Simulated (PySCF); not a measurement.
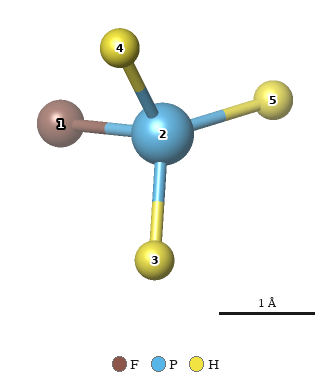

Fig. 1: The structure as given in the input (ball-and-stick view, seen at a tilt; atoms are numbered from 1 in the order of the input). Bond lengths as drawn: F–P 1.56 Å and H–P 1.38 Å.

## PH$_{3}$F (charge +1): single-point calculation

The run: single-point calculation of PH$_{3}$F, charge +1, multiplicity 3, SMILES F[PH3+]. Method and program: CCSDT/STO-3G, UHF (PySCF 2.14.0).

The run did not end well. The geometry is that of the parent species in another charge or spin state. The geometry comes from this level: GFN2-xTB.

Input file (input.py):
```python
from pyscf import gto, cc

molecule = gto.Mole()
molecule.atom = '''
F     -2.580402     0.473187     0.644586
P      0.231662    -0.042292    -0.057977
H      0.072150    -0.809974    -2.549940
H      0.918653    -1.905392     1.640528
H      1.357938     2.284471     0.322822
'''
molecule.verbose = 3
molecule.basis = 'sto-3g'
molecule.spin = 2
molecule.charge = 1
molecule.unit = 'bohr'
molecule.max_memory = 1860
molecule.build()

mf = molecule.UHF()
mf.conv_tol = 1e-10
mf.kernel()
if not mf.converged:
    mf = mf.newton().run(mf.mo_coeff, mf.mo_occ)

mycc = cc.CCSDT(mf, frozen=6)
mycc.kernel()
e_final = mycc.e_tot
print('E(%s) = %.9f' % ('CCSDT', e_final))
```

Machine: 1 thread of Arm Neoverse V1, 24 GiB of memory available, shared host.

Launch command:
```bash
OMP_NUM_THREADS=1 python input.py
```

The program's output:
```
WARN: HOMO 0.22829784559892 >= LUMO -0.463572818275351

converged SCF energy = -436.158092437497  <S^2> = 2.0127532  2S+1 = 3.0084901
_make_eris_incore_UCCSDT

WARN: A large `blksize_v_aaa` is being used, which may cause large memory consumption
      for storing contraction intermediates. If memory is sufficient, consider using
      `pyscf.cc.uccsdt_highm.UCCSDT` instead.

WARN: A large `blksize_v_aab` is being used, which may cause large memory consumption
      for storing contraction intermediates. If memory is sufficient, consider using
      `pyscf.cc.uccsdt_highm.UCCSDT` instead.

UCCSDT not converged
E(UCCSDT) = -436.219460958067   E_corr = -0.06136852056957764
E_corr(same-spin) = -0.00296678754811409
E_corr(oppo-spin) = -0.0584017330214636
E(CCSDT) = -436.219460958
```

Outcome:

```tsv
quantity	value
outcome	not converged
total energy	−436.219461 hartree
SCF energy	−436.158092 hartree
correlation energy	−0.061369 hartree
basis functions	17
T1 diagnostic	0.012
⟨S²⟩	2.013
wall time	2.8 s
peak memory	0.12 GiB
```

What went wrong:

The run did not converge. Its last values are not results. The record of the run, not the program, notes: dipole of an ion depends on the origin.
